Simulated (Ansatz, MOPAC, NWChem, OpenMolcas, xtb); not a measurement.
How methods differ on CH4FSi (SMILES C[SiH]F)

CH4FSi, doublet, SMILES `C[SiH]F`. Each level relaxes the structure for itself.

Quantity: the highest harmonic wavenumber at each level's own minimum, in cm⁻¹. The values are calculated.

```json
{"level": "AM1", "kind": "semi-empirical", "program": "MOPAC", "value (cm⁻¹)": "3162"}
{"level": "PM3", "kind": "semi-empirical", "program": "MOPAC", "value (cm⁻¹)": "3219"}
{"level": "PM6-D3H4", "kind": "semi-empirical", "program": "MOPAC", "value (cm⁻¹)": "2809"}
{"level": "GFN2-xTB", "kind": "semi-empirical", "program": "xtb", "value (cm⁻¹)": "3052"}
{"level": "UHF/3-21G", "kind": "Hartree–Fock", "program": "OpenMolcas", "value (cm⁻¹)": "3272"}
{"level": "UHF/6-31G* (Cartesian functions)", "kind": "Hartree–Fock", "program": "OpenMolcas", "value (cm⁻¹)": "3276"}
{"level": "UBP86-D3(BJ)/def2-SVP", "kind": "GGA", "program": "NWChem", "value (cm⁻¹)": "3070"}
{"level": "UB3LYP-D3(BJ)/6-311G**", "kind": "global hybrid", "program": "NWChem", "value (cm⁻¹)": "3114"}
{"level": "UPBE0-D4/def2-TZVP", "kind": "global hybrid", "program": "Ansatz", "value (cm⁻¹)": "3146"}
{"level": "CASSCF(5,5)/6-31G* (Cartesian functions)", "kind": "multireference", "program": "OpenMolcas", "value (cm⁻¹)": "3276"}
```

Harmonic and unscaled. The values span 2809 to 3276 cm⁻¹.

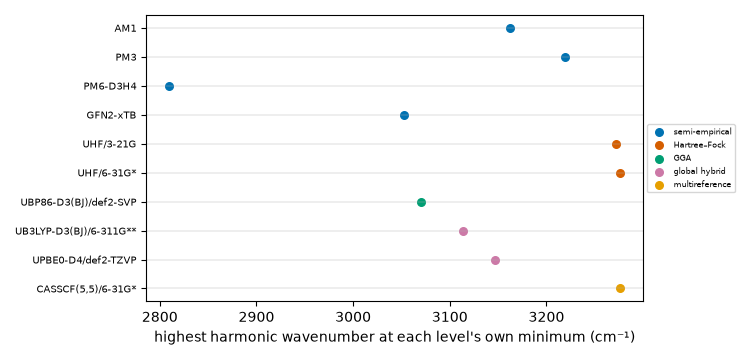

The values of the table, level by level.
